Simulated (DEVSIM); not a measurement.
Structure: Si n-i-p diode, at 300 K.

| layer (left to right) | material | thickness (μm) | Nd (cm⁻³) | Na (cm⁻³) | τn (s) | τp (s) |
|---|---|---|---|---|---|---|
| 1 | Si | 0.870 | 6.5e17 | - | 1.1e-7 | 1.1e-7 |
| 2 | Si | 0.740 | - | 8.2e12 | 1.1e-7 | 1.1e-7 |
| 3 | Si | 0.200 | - | 6.4e18 | 1.1e-7 | 1.1e-7 |

Left contact: ohmic. Right contact: ohmic. Voltage is applied to the left contact. Recombination: SRH at mid-gap. Gap narrowing is on: ΔEg = 6.92 meV × (l + √(l² + 0.5)), l = ln(N/1.3e17 cm⁻³), shared equally by both band edges. Mobility is μmin + (μ − μmin)/(1 + (N/Nref)^α).

Constants are typed, rounded textbook-type inputs, not results; the design itself was drawn at random and stands for no fabricated device. Values at 300 K.

```
parameter           Si
-------------  -------
gap (eV)         1.124
affinity (eV)     4.05
permittivity      11.7
Nc (cm⁻³)      2.86e19
Nv (cm⁻³)       3.1e19
μn (cm²/Vs)       1417
μp (cm²/Vs)        470
μn,min              52
μp,min              45
Nref,n          9.7e16
Nref,p          2.2e17
αn                0.68
αp                0.72
```

DEVSIM, 1D drift-diffusion, Boltzmann statistics, complete ionisation; no tunnelling, impact ionisation, image-force lowering or self-heating.

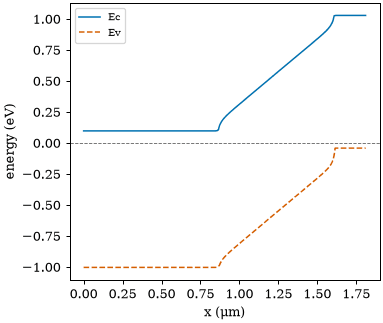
Figure: Band edges at zero bias

Energies count from the Fermi level of the right contact; mesh points crowd at the junctions.

| x (μm) | Ec (eV) | Ev (eV) | n (cm⁻³) | p (cm⁻³) | field (V/cm) |
|---|---|---|---|---|---|
| 0.000 | 0.098 | -1.003 | 6.5e17 | 440 | ≈ 0 |
| 0.02355 | 0.098 | -1.003 | 6.5e17 | 440 | ≈ 0 |
| 0.06888 | 0.098 | -1.003 | 6.5e17 | 440 | ≈ 0 |
| 0.1561 | 0.098 | -1.003 | 6.5e17 | 440 | ≈ 0 |
| 0.3983 | 0.098 | -1.003 | 6.5e17 | 440 | ≈ 0 |
| 0.6269 | 0.098 | -1.003 | 6.5e17 | 440 | ≈ 0 |
| 0.7560 | 0.098 | -1.003 | 6.5e17 | 440 | ≈ 0 |
| 0.8379 | 0.098 | -1.003 | 6.5e17 | 440 | 97 |
| 0.8656 | 0.108 | -0.993 | 4.4e17 | 660 | 19000 |
| 0.8849 | 0.172 | -0.951 | 3.6e16 | 3200 | 20000 |
| 0.9220 | 0.227 | -0.897 | 4.4e15 | 27000 | 12000 |
| 1.024 | 0.339 | -0.785 | 5.9e13 | 2000000 | 11000 |
| 1.188 | 0.511 | -0.612 | 7.3e10 | 1.6e9 | 11000 |
| 1.395 | 0.729 | -0.395 | 1.6e7 | 7.2e12 | 11000 |
| 1.535 | 0.879 | -0.245 | 50000 | 2.4e15 | 11000 |
| 1.583 | 0.943 | -0.180 | 4100 | 2.9e16 | 18000 |
| 1.608 | 1.027 | -0.097 | 160 | 7.2e17 | 77000 |
| 1.629 | 1.029 | -0.041 | 150 | 6.4e18 | ≈ 0 |
| 1.678 | 1.029 | -0.041 | 150 | 6.4e18 | ≈ 0 |
| 1.736 | 1.029 | -0.041 | 150 | 6.4e18 | ≈ 0 |
| 1.779 | 1.029 | -0.041 | 150 | 6.4e18 | ≈ 0 |
| 1.810 | 1.029 | -0.041 | 150 | 6.4e18 | ≈ 0 |
